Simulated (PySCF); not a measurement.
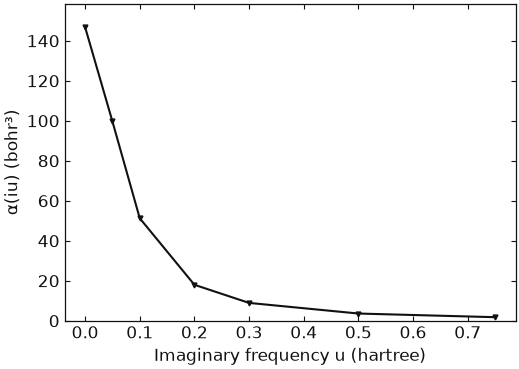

Dipole polarisability at imaginary frequency of an atom or ion with 3 electrons in the configuration [He] 2s. Coupled response at the PBE0 level; PySCF, dyall-av3z, non-relativistic, unrestricted single determinants, no spin-orbit coupling.

> Which species is it, and what does the curve give?

Li I (neutral lithium). The static dipole polarisability is 147 bohr³ (the recommended value is 164); α(iu) falls to half of it near u = 0.073 hartree. The Casimir–Polder integral gives C₆ = 1190 hartree bohr⁶ for two such species.
